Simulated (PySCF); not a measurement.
Si(CCH)(H)2(OH), SMILES C#C[SiH2]O (C2H4OSi) at its PBE0/def2-SVP optimised geometry (Å):

```
8

Si    -0.3006    -1.5793     0.0000
O      1.3609    -1.5793     0.0000
C     -0.9676     0.1353     0.0000
C     -1.4053     1.2714    -0.0085
H     -0.7138    -2.2746     1.2443
H     -0.8617    -2.2682    -1.1999
H      1.7947    -1.0872    -0.7033
H     -1.7947     2.2746    -0.0124
```

Calculation: PBE0/def2-TZVP (PySCF 2.14.0). Cells within 0.4 Å of a nucleus heavier than hydrogen are left out (blank, or x).

Map of the LUMO amplitude (bohr^(-3/2)) on the plane z = 0.0 Å; orbital energy -0.64 eV, overall sign arbitrary:

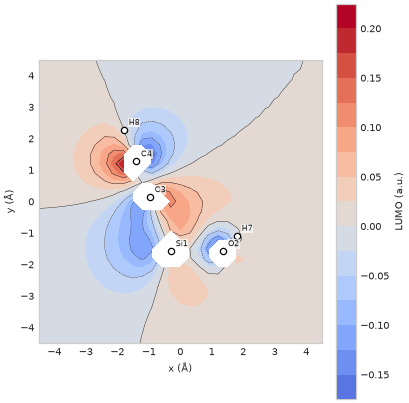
Figure: LUMO amplitude (bohr^(-3/2)) on the plane z = 0.0 Å.
